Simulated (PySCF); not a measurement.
**C₅H₈O₃: density, localisation and related maps**

Input file:

```
{"job": {"kind": "nmr", "xc": "revPBE", "basis": "pcSseg-1", "pop": false}, "charge": 0, "multiplicity": 1}
C      2.980710    -0.433146     0.342308
O      1.577996    -0.356889     0.563880
C      0.911912     0.686219     0.043689
O      1.423562     1.540654    -0.632718
C     -0.529982     0.622385     0.411680
C     -1.447471    -0.036872    -0.294410
C     -2.897908    -0.093454     0.064749
O     -1.174694    -0.733548    -1.425372
H      3.286828     0.334617    -0.371231
H      3.205266    -1.426207    -0.045685
H      3.493374    -0.282180     1.292820
H     -0.804125     1.172888     1.295035
H     -3.202386    -1.132516     0.173107
H     -3.487254     0.342033    -0.739917
H     -3.091047     0.441921     0.987633
H     -0.244780    -0.645904    -1.665570
```

Run with:

```sh
OMP_NUM_THREADS=1 python ens_run.py task.json out
```

Geometry: GFN2-xTB; a saddle point, not a minimum.

Method: revPBE/pcSseg-1, SCF density, gas phase, non-relativistic (PySCF).

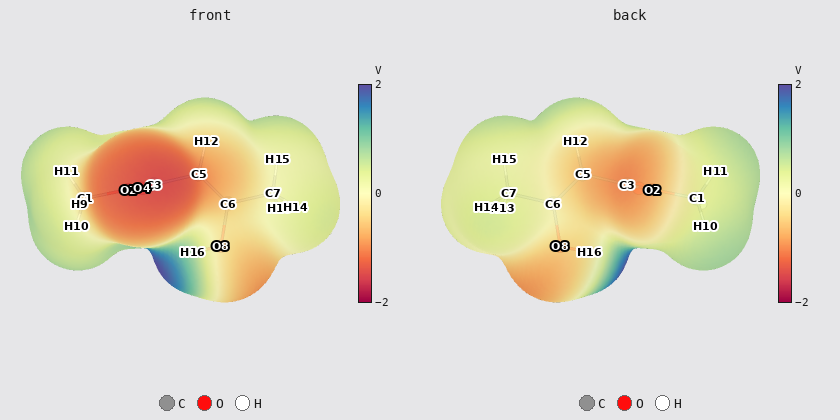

Figure 1. The molecular electrostatic potential painted on the density surface at 0.001 e/bohr³, seen from the front and from behind; the colour scale runs from red (negative) to blue (positive).

**Describe the electrostatic potential map.**

The most negative region (about −1.5 V) lies over O4, the most positive (about +1.9 V) over H16. O4 is the likeliest acceptor of a hydrogen bond.

**What dipole moment does the calculation give?**

Its dipole moment is 1.71 D.

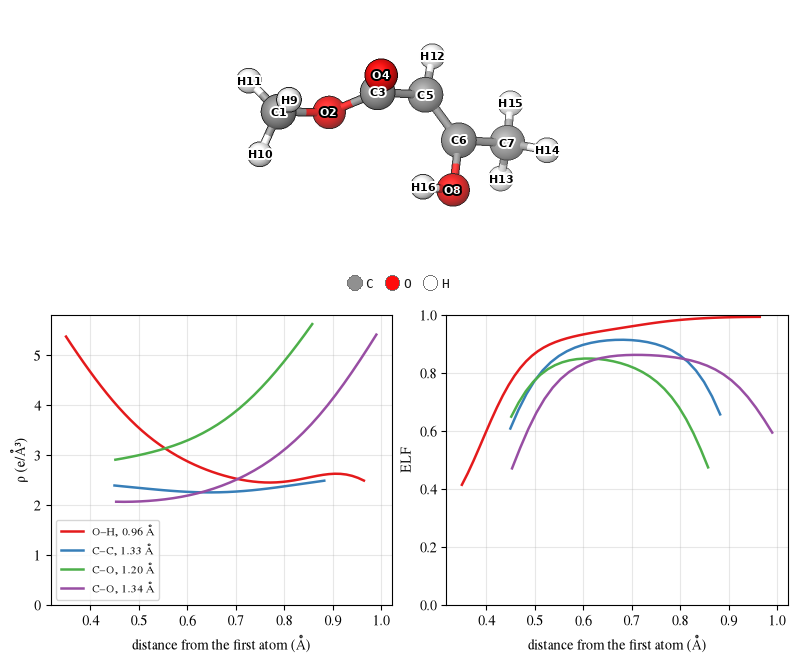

Figure 2. Total electron density and electron localisation function along straight lines between neighbouring atoms. The curves leave out the atomic cores. The structure is drawn too.

**What can be read from the curves?**

O–H (0.96 Å): ρ at the midpoint is about 3.7 e/Å³; the ELF climbs to about 1 towards the hydrogen, as it does in any bond to H (an ordinary covalent bond to hydrogen).
C–C (1.33 Å): ρ is about 2.3 e/Å³ halfway; the ELF peaks at about 0.90 between the atoms (a multiple bond).
C–O (1.20 Å): ρ at the midpoint is about 3.3 e/Å³; the ELF peaks at about 0.85 between the atoms; a multiple bond.
C–O (1.34 Å): the density is about 2.4 e/Å³ at the midpoint, with its minimum of 2.1 e/Å³ about 0.5 Å from C; the ELF peaks at about 0.85 between the atoms, as expected for a polar covalent bond.
